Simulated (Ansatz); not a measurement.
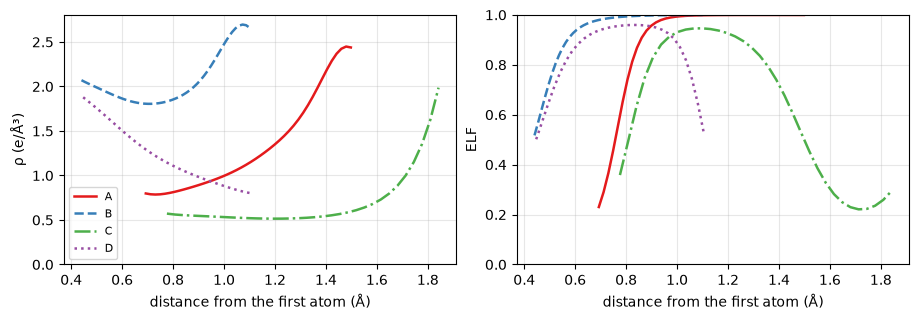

CH₇SbSi (SMILES C[SiH2][SbH2]). Electron density and electron localisation function along straight lines between neighbouring atoms. The curves leave out the atomic cores.

Geometry: PBE0-D4/def2-SVP; core potentials replace the inner electrons of Sb.

Theory: isolated molecule in a Gaussian basis; Kohn-Sham density functional theory, functional PBE0 (Ansatz 0.2.0).

```tsv
atom	x (Å)	y (Å)	z (Å)
C	1.0896	0.5204	0.9613
Sb	-1.8387	-1.1240	-0.7155
Si	0.3636	-1.1850	0.6373
H	2.0241	0.4418	1.5391
H	0.3806	1.1407	1.5299
H	1.3095	1.0334	0.0130
H	0.0743	-1.8871	1.9283
H	1.3331	-2.0323	-0.1278
H	-2.4257	0.1512	0.2751
H	-1.1474	0.0031	-1.8126
```

Which curve belongs to which contact (C–H, C–Si, Si–H and Si–Sb)? The first atom named is at distance zero.

Answer. Curve A: Si–H (1.50 Å): the density is about 0.79 e/Å³ at the midpoint; the ELF climbs to about 1 towards the hydrogen, as it does in any bond to H. Curve B: C–H (1.10 Å): ρ at the midpoint is about 1.9 e/Å³; the ELF climbs to about 1 towards the hydrogen (an ordinary covalent bond to hydrogen). Curve C: Si–Sb (2.59 Å): the density is about 0.52 e/Å³ at the midpoint; the ELF peaks at about 0.95 between the atoms; a covalent bond. Curve D: C–Si (1.88 Å): ρ at the midpoint is about 0.94 e/Å³; the ELF peaks at about 0.95 between the atoms: a shared electron pair.
